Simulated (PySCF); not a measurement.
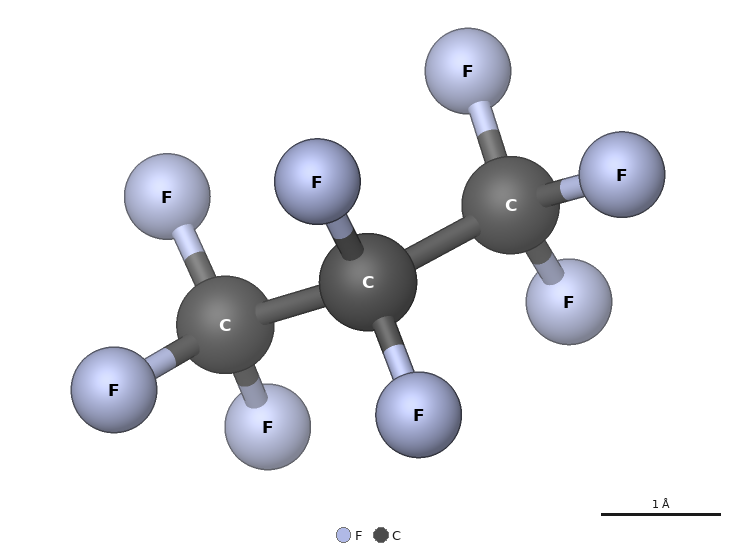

Atoms fade into the background with distance from the viewer. The geometry was computed by an optimisation with PBE0-D3(BJ)/def2-TZVP. No frequency run is at hand to confirm it as a minimum. Masses are those of the most abundant isotopes; constants are for the rigid equilibrium geometry.

### Classify the rotor and give the rotational constants (MHz).

An asymmetric top (C2v): A = 1684, B = 956, C = 900 MHz. Ray's parameter κ is −0.86, close to the prolate limit.
